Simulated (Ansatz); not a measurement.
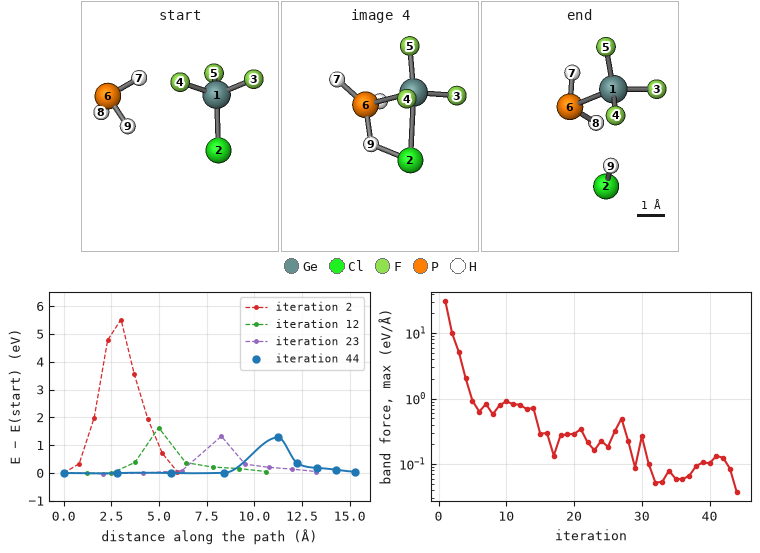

A nudged-elastic-band calculation for GePH3ClF3, made up at the start of GeClF3 and PH3. Images are numbered from 0 (start) to 8 (end). The plot follows the band through its iterations. The picture is a ball-and-stick view, seen at a tilt.

Level of theory: RKS PBE0/def2-SVP (Ansatz).

Input file:
```yaml
crystal:
  periodic: [false, false, false]
  atoms:
    - { symbol: Ge, position_ang: [0.576871, -0.063187, -0.016151] }
    - { symbol: Cl, position_ang: [1.160104, -0.054994, 1.998461] }
    - { symbol: F, position_ang: [1.917401, 0.127558, -1.051026] }
    - { symbol: F, position_ang: [-0.517901, 1.201817, -0.346904] }
    - { symbol: F, position_ang: [-0.191187, -1.528854, -0.43349] }
    - { symbol: P, position_ang: [-3.491505, 0.157789, 1.226657] }
    - { symbol: H, position_ang: [-2.759721, -0.762235, 0.415394] }
    - { symbol: H, position_ang: [-3.927429, -0.866507, 2.12329] }
    - { symbol: H, position_ang: [-2.354033, 0.476512, 2.031169] }
basis:
  gaussian: { orbitals: def2-SVP }
hamiltonian:
  xc: pbe0
neb:
  order_check: false
  images: 7
  f_tol: 0.05
  max_iterations: 60
  initial_path: linear
  final_atoms:
    - { symbol: Ge, position_ang: [-0.71063816, -0.25324624, -0.20689582] }
    - { symbol: Cl, position_ang: [-0.5758407, 1.14559314, 3.15437976] }
    - { symbol: F, position_ang: [0.48257234, -1.4453074, 0.12675948] }
    - { symbol: F, position_ang: [0.09986551, 1.24243946, 0.15284795] }
    - { symbol: F, position_ang: [-0.87192415, -0.2241296, -1.91839423] }
    - { symbol: P, position_ang: [-2.72549097, -0.48346221, 0.85147383] }
    - { symbol: H, position_ang: [-3.07363704, -1.52093886, -0.07155592] }
    - { symbol: H, position_ang: [-2.15294365, -1.3849185, 1.79653413] }
    - { symbol: H, position_ang: [-0.05936319, 1.61186922, 2.06225081] }
```

Command:
```bash
ansatz run input.yaml --threads 4 --pin off --max-ram 5120MiB --backend cpu --events-out ev --progress --plain --runs-dir out
```

Q: Did the band converge, and can the barrier be trusted?

A: The run is converged, with reservations. The band converged in 44 iterations. The largest component of the band force went from 31 to 0.037 eV/Å. The climbing image converged on the top of the path. Its curvatures weren't checked. The straight starting path can push atoms close together and costs iterations. The first iteration put the highest image at 15.67 eV. The highest point, image 4, lies 1.28 eV above the start and 1.23 eV above the end; the end is at +0.05 eV relative to the start.

Limits of the set-up: the start holds two separate molecules, 2.8 Å apart at their closest, whose relative position is a soft coordinate and is computed without a dispersion correction.
